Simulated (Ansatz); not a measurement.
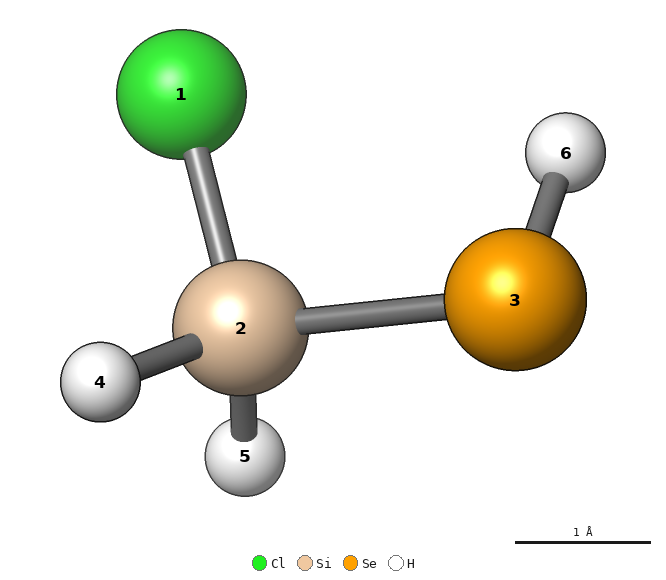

Source: calculation with Ansatz.

The atoms are numbered. Geometry: moved along internal coordinates away from the minimum.

Which atoms are bonded, and how long are the bonds?

```json
{"bond": "Cl1–Si2", "length (Å)": "1.910", "order": "single"}
{"bond": "Si2–Se3", "length (Å)": "2.271", "order": "single"}
{"bond": "Si2–H4", "length (Å)": "1.481", "order": "single"}
{"bond": "Si2–H5", "length (Å)": "1.481", "order": "single"}
{"bond": "Se3–H6", "length (Å)": "1.471", "order": "single"}
```
